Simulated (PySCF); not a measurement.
**[La(NH2)4]−: other functionals and bases at one geometry**

Aim: see how levels, charges and forces of [La(NH2)4]− depend on the level of theory. It is a constructed species; whether it can be made isn't addressed.

Program: PySCF 2.14.0. Level of theory: several levels, as the steps say, no spin–orbit coupling. These are calculated values, not measurements.

1 further run of the same task is left out (for a known fault of the program).

### 1 Starting geometry

13 atoms, charge -1, spin multiplicity 1.

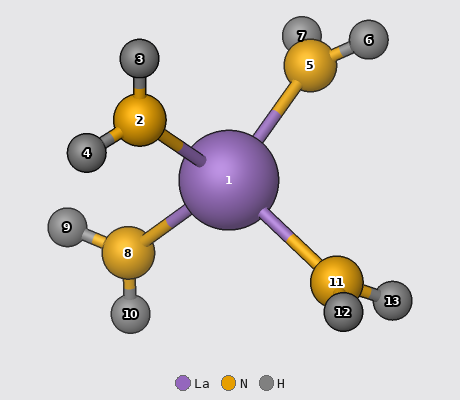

The structure; lanthanum purple, nitrogen amber, hydrogen grey; atoms are numbered from 1 in the order of the file.

Geometry (Å):

```xyz
13

La    0.00005    0.00000    0.00000
N     1.43092    1.30364    1.39960
H     1.41651    1.48539    2.40424
H     2.29228    1.74150    1.06400
N    -1.43090   -1.39951    1.30366
H    -2.29232   -1.06373    1.74134
H    -1.41652   -2.40422    1.48553
N     1.43092   -1.30364   -1.39960
H     2.29228   -1.74150   -1.06400
H     1.41651   -1.48539   -2.40424
N    -1.43090    1.39951   -1.30366
H    -1.41652    2.40422   -1.48553
H    -2.29232    1.06373   -1.74134
```

Formal oxidation states: La +3. The 4f shell is empty and lies in the core potential. An earlier session relaxed this geometry at PBE0, La lcecp-1-SVP with ECP46, N def2-SVP, H def2-SVP (singlet, point group S4).

At PBE0 on the finer grid: E = -255.103050 Eh, HOMO -1.18 eV, LUMO 3.44 eV, Mulliken charge on La1 +0.74 e, largest force component 0.007 eV/Å. The large-core potential holds the 4f shell empty.

Levels to run: r2SCAN; revPBE; PBE0, TZVP. Hardware: 2 threads of Arm Neoverse V1, shared host.

### 2 r2SCAN

Input file run.py (the lines that set the calculation):

```python
mol = gto.M(atom='''
La     0.00005     0.00000     0.00000
N      1.43092     1.30364     1.39960
H      1.41651     1.48539     2.40424
H      2.29228     1.74150     1.06400
N     -1.43090    -1.39951     1.30366
H     -2.29232    -1.06373     1.74134
H     -1.41652    -2.40422     1.48553
N      1.43092    -1.30364    -1.39960
H      2.29228    -1.74150    -1.06400
H      1.41651    -1.48539    -2.40424
N     -1.43090     1.39951    -1.30366
H     -1.41652     2.40422    -1.48553
H     -2.29232     1.06373    -1.74134''',
    basis={'La': 'lcecp-1-SVP', 'N': 'def2-SVP', 'H': 'def2-SVP'},
    ecp={'La': 'lcecp-1-SVP'},
    charge=-1, spin=0)
mf = dft.RKS(mol, xc='R2SCAN')
mf.grids.atom_grid = (75, 302)  # f atoms: unpruned, at least (60, 302)
mf = mf.density_fit()  # fitting sets: La AutoAux, N def2-universal-JKFIT, H def2-universal-JKFIT
mf.conv_tol = 1e-08; mf.max_cycle = 55
mf.kernel(dm0)  # dm0: the density of the relaxed state
```

Run with:

```sh
$ OMP_NUM_THREADS=2 python run.py
```

The log of the run:

```text
init E= -255.25082025043
  HOMO = -0.00340547595756039  LUMO = 0.124285071826552  gap/eV = 3.47464
cycle= 1 E= -255.25191595674  delta_E= -0.0011  |g|= 0.0158  |ddm|= 0.126
  HOMO = -0.00494593069956801  LUMO = 0.123893148949293  gap/eV = 3.50589
cycle= 2 E= -255.251807907481  delta_E= 0.000108  |g|= 0.0255  |ddm|= 0.06
  HOMO = -0.00374320513403268  LUMO = 0.123889534714838  gap/eV = 3.47306
cycle= 3 E= -255.251994040065  delta_E= -0.000186  |g|= 0.00502  |ddm|= 0.0306
  HOMO = -0.00423331052993952  LUMO = 0.123731617926026  gap/eV = 3.48210
cycle= 4 E= -255.252000178514  delta_E= -6.14e-06  |g|= 0.000371  |ddm|= 0.00751
  HOMO = -0.0041966784851813  LUMO = 0.123742800301024  gap/eV = 3.48141
cycle= 5 E= -255.252000222535  delta_E= -4.4e-08  |g|= 3.36e-05  |ddm|= 0.000521
  HOMO = -0.00419436600720858  LUMO = 0.123742333087375  gap/eV = 3.48133
cycle= 6 E= -255.252000222924  delta_E= -3.89e-10  |g|= 7.64e-06  |ddm|= 8.5e-05
  HOMO = -0.00419594280375287  LUMO = 0.123741435219276  gap/eV = 3.48135
Extra cycle  E= -255.252000222928  delta_E= -3.92e-12  |g|= 7.57e-06  |ddm|= 2.6e-05
converged SCF energy = -255.252000222928
```

Wall time 16 s (2 threads of Arm Neoverse V1, shared host).

Result: E = -255.252000 Eh, HOMO -0.11 eV, LUMO 3.37 eV, Mulliken charge on La1 +0.68 e, largest force component 0.097 eV/Å. The large-core potential holds the 4f shell empty.

### 3 revPBE

run.py (the lines that set the calculation), as its differences from that of step 2:

```diff
@@ -17,3 +17,3 @@
     charge=-1, spin=0)
-mf = dft.RKS(mol, xc='R2SCAN')
+mf = dft.RKS(mol, xc='PBE_R,PBE')
 mf.grids.atom_grid = (75, 302)  # f atoms: unpruned, at least (60, 302)
```

Run with:

```sh
$ OMP_NUM_THREADS=2 python run.py
```

The log of the run:

```text
init E= -255.337644529849
  HOMO = 0.0128942170739251  LUMO = 0.109807249328465  gap/eV = 2.63714
cycle= 1 E= -255.339879049259  delta_E= -0.00223  |g|= 0.0661  |ddm|= 0.319
  HOMO = 0.000263820655227467  LUMO = 0.107808007203626  gap/eV = 2.92643
cycle= 2 E= -255.335172930156  delta_E= 0.00471  |g|= 0.153  |ddm|= 0.237
  HOMO = 0.00843775475457992  LUMO = 0.108593899907305  gap/eV = 2.72539
cycle= 3 E= -255.341132526064  delta_E= -0.00596  |g|= 0.00934  |ddm|= 0.147
  HOMO = 0.00773760084068809  LUMO = 0.108338580915596  gap/eV = 2.73749
cycle= 4 E= -255.341166514931  delta_E= -3.4e-05  |g|= 0.00192  |ddm|= 0.0243
  HOMO = 0.00792973506221839  LUMO = 0.10841028292085  gap/eV = 2.73421
cycle= 5 E= -255.341167488177  delta_E= -9.73e-07  |g|= 0.000193  |ddm|= 0.00268
  HOMO = 0.00795730205417114  LUMO = 0.108419486075984  gap/eV = 2.73372
cycle= 6 E= -255.341167498273  delta_E= -1.01e-08  |g|= 1.08e-05  |ddm|= 0.000302
  HOMO = 0.00795622987476205  LUMO = 0.108419138762613  gap/eV = 2.73373
cycle= 7 E= -255.341167498263  delta_E= 9.89e-12  |g|= 1.46e-05  |ddm|= 2.64e-05
  HOMO = 0.00795798508359932  LUMO = 0.1084190599253  gap/eV = 2.73369
Extra cycle  E= -255.341167497972  delta_E= 2.9e-10  |g|= 3.7e-05  |ddm|= 4.97e-05
converged SCF energy = -255.341167497972
```

Run time: 10 s. Hardware: 2 threads of Arm Neoverse V1, shared host.

It gives: E = -255.341167 Eh, HOMO 0.22 eV, LUMO 2.95 eV, Mulliken charge on La1 +0.53 e, largest force component 0.433 eV/Å. The large-core potential holds the 4f shell empty. The highest filled level lies above zero; it isn't the detachment energy.

### 4 PBE0, TZVP

Basis: La lcecp-1-TZVP with ECP46, N def2-TZVP, H def2-TZVP. 

run.py (the lines that set the calculation), as its differences from that of step 3:

```diff
@@ -14,6 +14,6 @@
 H     -2.29232     1.06373    -1.74134''',
-    basis={'La': 'lcecp-1-SVP', 'N': 'def2-SVP', 'H': 'def2-SVP'},
-    ecp={'La': 'lcecp-1-SVP'},
+    basis={'La': 'lcecp-1-TZVP', 'N': 'def2-TZVP', 'H': 'def2-TZVP'},
+    ecp={'La': 'lcecp-1-TZVP'},
     charge=-1, spin=0)
-mf = dft.RKS(mol, xc='PBE_R,PBE')
+mf = dft.RKS(mol, xc='PBE0')
 mf.grids.atom_grid = (75, 302)  # f atoms: unpruned, at least (60, 302)
@@ -21,2 +21,2 @@
 mf.conv_tol = 1e-08; mf.max_cycle = 55
-mf.kernel(dm0)  # dm0: the density of the relaxed state
+mf.kernel(dm0)  # dm0: free metal ions and neutral atoms
```

Run with:

```sh
$ OMP_NUM_THREADS=2 python run.py
```

The log of the run:

```text
init E= -261.422937322421
  HOMO = -0.00875717441879562  LUMO = 0.104232498361085  gap/eV = 3.07461
cycle= 1 E= -255.151225119691  delta_E= 6.27  |g|= 1.18  |ddm|= 2.93
  HOMO = -0.146606044401285  LUMO = 0.113945312435867  gap/eV = 7.08996
cycle= 2 E= -254.94902693896  delta_E= 0.202  |g|= 1.45  |ddm|= 1.46
  HOMO = -0.0324392143118738  LUMO = 0.124963263404865  gap/eV = 4.28314
cycle= 3 E= -255.366358640532  delta_E= -0.417  |g|= 0.234  |ddm|= 1.07
  HOMO = -0.0593667430548298  LUMO = 0.118401065306998  gap/eV = 4.83731
cycle= 4 E= -255.377682864864  delta_E= -0.0113  |g|= 0.0571  |ddm|= 0.311
  HOMO = -0.0551236508669424  LUMO = 0.120338812076348  gap/eV = 4.77458
cycle= 5 E= -255.378711695601  delta_E= -0.00103  |g|= 0.00672  |ddm|= 0.11
  HOMO = -0.0549638380416765  LUMO = 0.120366634522952  gap/eV = 4.77099
cycle= 6 E= -255.378724462528  delta_E= -1.28e-05  |g|= 0.000647  |ddm|= 0.0121
  HOMO = -0.0549338941442785  LUMO = 0.120393904554398  gap/eV = 4.77091
cycle= 7 E= -255.378724593458  delta_E= -1.31e-07  |g|= 0.000154  |ddm|= 0.0012
  HOMO = -0.0549441978565343  LUMO = 0.120392386255801  gap/eV = 4.77115
cycle= 8 E= -255.378724601111  delta_E= -7.65e-09  |g|= 7.45e-05  |ddm|= 0.000288
  HOMO = -0.0549374400225778  LUMO = 0.120392903486426  gap/eV = 4.77098
Extra cycle  E= -255.378724599463  delta_E= 1.65e-09  |g|= 0.000116  |ddm|= 0.000153
converged SCF energy = -255.378724599463
```

Run time: 38 s. Hardware: 2 threads of Arm Neoverse V1, shared host.

It gives: E = -255.378725 Eh, HOMO -1.49 eV, LUMO 3.28 eV, Mulliken charge on La1 +1.49 e, largest force component 0.317 eV/Å. The large-core potential holds the 4f shell empty.

### 5 Results

| level | state | HOMO (eV) | gap (eV) | charge on La1 (e) | dipole (D) | largest force (eV/Å) | basis functions | time |
| --- | --- | --- | --- | --- | --- | --- | --- | --- |
| PBE0 (relaxed here) | singlet | -1.18 | 4.62 | 0.74 | 0.00 | 0.01 | 129 | 33 s |
| r2SCAN | singlet | -0.11 | 3.48 | 0.68 | 0.00 | 0.10 | 129 | 16 s |
| revPBE | singlet | 0.22 | 2.73 | 0.53 | 0.00 | 0.43 | 129 | 10 s |
| PBE0, TZVP | singlet | -1.49 | 4.77 | 1.49 | 0.00 | 0.32 | 219 | 38 s |

Times are on 2 threads of Arm Neoverse V1, shared host; the first row also made further properties. The dipole of a charged species depends on the origin, so these sizes hold for this origin alone.

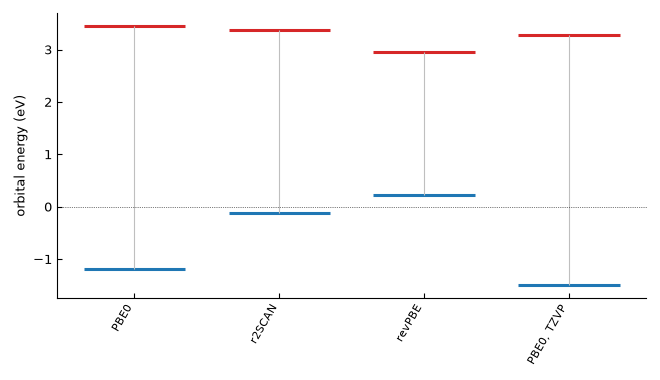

Highest filled and lowest empty level, method by method.

In one basis the HOMO–LUMO gap runs from 2.73 eV (revPBE) to 4.62 eV (PBE0). The largest leftover force, 0.43 eV/Å with revPBE, stands at a geometry relaxed at another level. The Mulliken charge on La spans +0.53 to +1.49 e over the levels. With 4f in the core, its levels are missing from HOMO and gap. Total energies of different levels can't be compared. Spin–orbit coupling is left out throughout.
